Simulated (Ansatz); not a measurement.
# SnF2 (SMILES [F][Sn][F]): the vertical energy of the triplet above the singlet, rung by rung

SnF2: 3 atoms, total charge 0, spin state singlet. SMILES: `[F][Sn][F]`. Geometry: a GFN2-xTB relaxation, a rough one for these elements and not checked as a minimum.

```tsv
atom	x (Å)	y (Å)	z (Å)
Sn	0.0053	-0.0076	-0.8651
F	1.6183	-0.0212	0.4431
F	-1.6236	0.0288	0.4221
```

Each level gives the vertical energy of the triplet above the singlet (eV). The values are calculated.

| level | kind | program | value (eV) | less FCI/STO-3G | CPU time (all runs) |
| --- | --- | --- | --- | --- | --- |
| BLYP/STO-3G | GGA | Ansatz | 2.23 | +0.54 | 11 s |
| PBE/STO-3G | GGA | Ansatz | 2.18 | +0.49 | 11 s |
| revPBE/STO-3G | GGA | Ansatz | 2.14 | +0.45 | 12 s |
| r2SCAN/STO-3G | meta-GGA | Ansatz | 2.05 | +0.36 | 30 s |
| B2PLYP/STO-3G | double hybrid | Ansatz | 2.03 | +0.34 | 7.1 s |
| RPA@PBE/STO-3G | RPA | Ansatz | 1.79 | +0.10 | 15 s |
| CCSD/STO-3G | coupled cluster or CI | Ansatz | 1.49 | -0.20 | 2.9 s |
| CCSDT/STO-3G | coupled cluster or CI | Ansatz | 1.65 | -0.04 | 5.1 s |
| FCI/STO-3G | exact in the basis | Ansatz | 1.69 | 0.00 | 4.7 s |

FCI/STO-3G is exact within its basis and frozen core, so for wave-function methods in that basis the difference is their error; functionals converge differently with the basis, so for them it is only a difference. All-electron rows without a relativistic Hamiltonian named are non-relativistic. Spin-orbit coupling, which can split open shells on such heavy atoms by tenths of an eV, is left out. The values span 1.49 to 2.23 eV. All rows use very small basis sets, so none should be taken for the real molecule's value. In the correlated wave-function rows the outer d shell of Sn is correlated, in sets not made for it. In so small a basis fixed costs decide the times, and correlated methods can beat functionals. CPU times are rough (shared hosts, several kinds of processor and program).

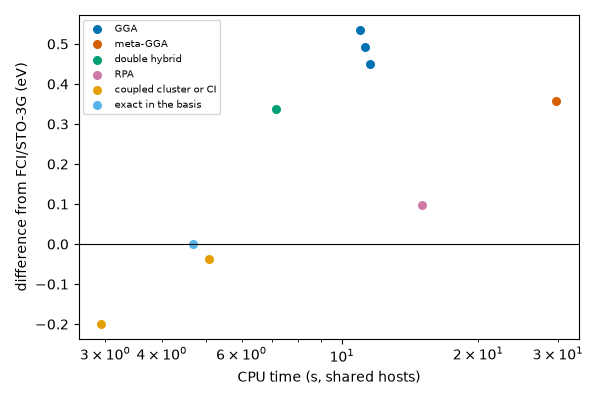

Difference from FCI/STO-3G against processor time, one point a level.
